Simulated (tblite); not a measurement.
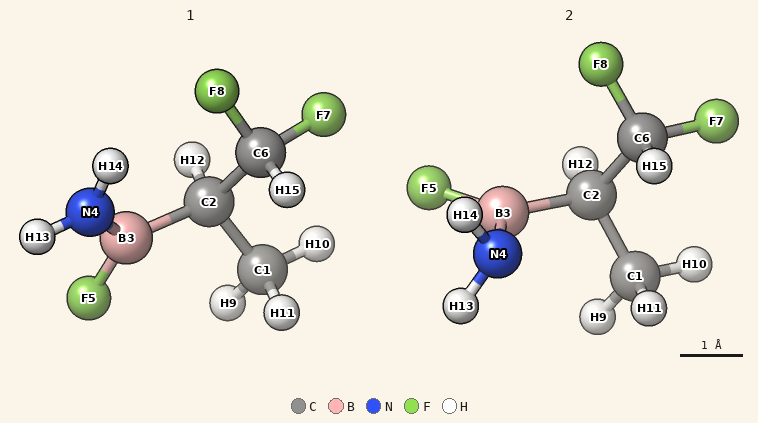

Two geometries of C₃H₇BF₃N, drawn at one scale. One is the start of a relaxation, the other its converged end. Style: ball-and-stick. Shown at a tilt.

Computed with tblite 0.8.0, GFN2-xTB geometry optimisation, gas phase. 

> Which of the two is the end point?

Structure 1 is the relaxed one. The largest move after the best rigid fit is that of F5, 1.91 Å. By element the largest moves are F 1.91 Å, H 1.38 Å, N 0.83 Å, B 0.42 Å, C 0.32 Å. Some distances before and after: B3–N4 1.519 → 1.380 Å, B3–F5 1.449 → 1.339 Å, N4–H13 1.052 → 1.006 Å, N4–H14 1.044 → 1.004 Å. Bond angles that change, for instance: B3–N4–H14 107.0° → 124.9°, B3–N4–H13 105.5° → 121.6°, H13–N4–H14 106.4° → 113.5°. Groups turn about C2–B3 by about 80°. The energy falls by 32.2 kcal/mol in 126 geometry steps.
